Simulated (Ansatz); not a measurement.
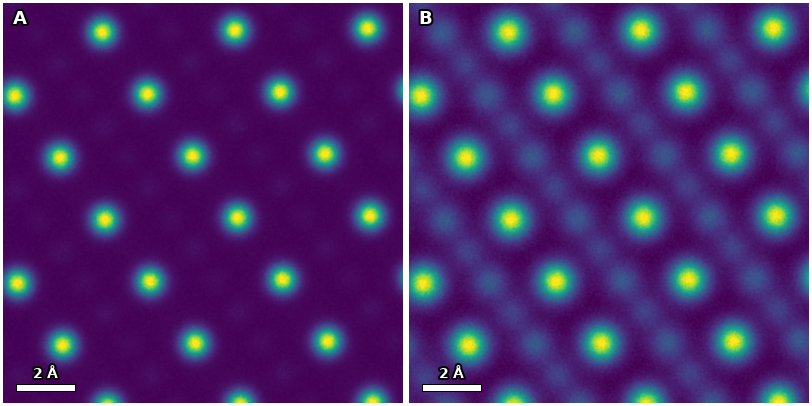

Two simulated images of the same area of Be₃SbN (Pm-3m, No. 221) along [110], with a probe of 0.74 Å. One is incoherent Z contrast (Z^1.7 per atom), the other the projected potential of neutral atoms blurred by the probe (iDPC-like, thin sample). Brightness is counted from the darkest point of the image. Shot noise was added. Atomic positions: the end point of a relaxation with DFT PBE, scalar-relativistic, plane waves, PAW (Ansatz 0.2.0); the starting structure was generated, so it need not be a known form of this composition.

Q: Which panel is which, and how can one tell?

A is the Z-contrast image and B the potential image. The columns of 2 Be per repeat reach about 2 % of the brightest peak (1 Sb + 1 Be) in A but about 26 % in B, mainly since the potential grows much more slowly with atomic number. The N and Be columns show clearly in B alone.
